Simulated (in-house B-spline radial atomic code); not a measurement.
**Zr²⁸⁺: excited configurations in jj coupling**

Aim: the energies of several excited configurations of Zr²⁸⁺ above a reference configuration, each from its own self-consistent run.

Program: in-house B-spline radial atomic code version 1. Level of theory: Dirac-Hartree-Fock, average of configuration, Fermi nucleus, basis-set limit. These are calculated values, not measurements, unless marked.

### 1 Starting point

| Quantity | Value |
| --- | --- |
| element | zirconium (Z = 40) |
| charge | +28 |
| electrons | 12 |
| configuration | 1s2 2s2 2p6 3s2 |
| Hamiltonian | Dirac-Coulomb |
| nucleus | Fermi, rms radius 4.269 fm |

Settings of the run:

```ini
Z = 40
electrons = 12.0
configuration = 1s2 2s2 2p6 3s2
hamiltonian = dirac
method = hf
spin_polarised = False
nucleus = fermi
rms_radius = 4.2694
mass_number = 90
atomic_mass = 89.904698755
speed_of_light = 137.035999084
```

This reference run was done before. Its total energy is -3032.783155 hartree, and its levels are (the highest eight at most):

| orbital | occupation | energy (eV) | <r> (bohr) |
| --- | --- | --- | --- |
| 1s1/2 | 2 | -19544.2 | 0.03703 |
| 2s1/2 | 2 | -3935.27 | 0.1588 |
| 2p1/2 | 2 | -3720.20 | 0.1360 |
| 2p3/2 | 4 | -3630.74 | 0.1401 |
| 3s1/2 | 2 | -1520.56 | 0.3922 |

### 2 1s2 2s1 2p6 3s2 7f-1

In configurations, a minus sign after the shell means j = l − 1/2 and a plus sign j = l + 1/2; the count of electrons follows.

Settings of the run:

```ini
Z = 40
electrons = 12.0
configuration = 1s2 2s1 2p6 3s2 7f-1
hamiltonian = dirac
method = hf
spin_polarised = False
nucleus = fermi
rms_radius = 4.2694
mass_number = 90
atomic_mass = 89.904698755
speed_of_light = 137.035999084
```

### 3 Run with 1s2 2s1 2p6 3s2 3p-1

Changes to the settings of step 2:

```diff
@@ -2,3 +2,3 @@
 electrons = 12.0
-configuration = 1s2 2s1 2p6 3s2 7f-1
+configuration = 1s2 2s1 2p6 3s2 3p-1
 hamiltonian = dirac
```

### 4 Configuration 1s2 2s1 2p6 3s2 5s1

Changes to the settings of step 3:

```diff
@@ -2,3 +2,3 @@
 electrons = 12.0
-configuration = 1s2 2s1 2p6 3s2 3p-1
+configuration = 1s2 2s1 2p6 3s2 5s1
 hamiltonian = dirac
```

### 5 1s2 2s2 2p6 3s1 6d+1

Changes to the settings of step 4:

```diff
@@ -2,3 +2,3 @@
 electrons = 12.0
-configuration = 1s2 2s1 2p6 3s2 5s1
+configuration = 1s2 2s2 2p6 3s1 6d+1
 hamiltonian = dirac
```

### 6 1s2 2s1 2p6 3s2 5g+1

Changes to the settings of step 5:

```diff
@@ -2,3 +2,3 @@
 electrons = 12.0
-configuration = 1s2 2s2 2p6 3s1 6d+1
+configuration = 1s2 2s1 2p6 3s2 5g+1
 hamiltonian = dirac
```

Before running: How far above the reference does each configuration lie (order and size, in eV)?

The runs gave:

| net move | configuration | energy above the reference (eV) | with Breit, QED, recoil (eV) | largest <r> (bohr) |
| --- | --- | --- | --- | --- |
| 3s → 6d5/2 | 1s2 2s2 2p6 3s1 6d+1 | 1194.60 | 1193.50 | 1.71 |
| 2s → 3p1/2 | 1s2 2s1 2p6 3s2 3p-1 | 2447.44 | 2443.77 | 0.388 |
| 2s → 5s | 1s2 2s1 2p6 3s2 5s1 | 3421.78 | 3417.30 | 1.16 |
| 2s → 5g9/2 | 1s2 2s1 2p6 3s2 5g+1 | 3473.40 | 3468.71 | 0.944 |
| 2s → 7f5/2 | 1s2 2s1 2p6 3s2 7f-1 | 3696.26 | 3691.57 | 2.30 |

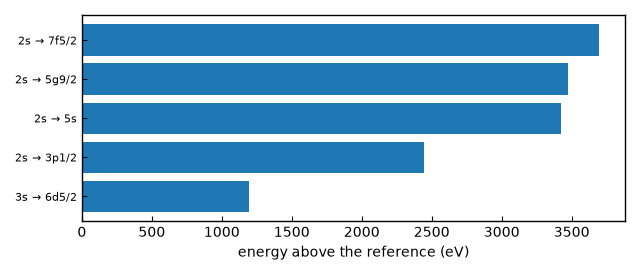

The configurations in order of energy, labelled by the net move of electrons.

What this shows: The lowest of them is 3s → 6d5/2 at 1194.60 eV and the highest 2s → 7f5/2 at 3696.26 eV. Koopmans' estimate of the ionisation threshold is 1520.56 eV; 4 configurations exceed it by over 2 % and could autoionise. Two partly filled shells share a symmetry and can mix in the average, which may lower the energy, for: 2s → 5s. These are averages over configurations, without correlation, not spectroscopic levels.
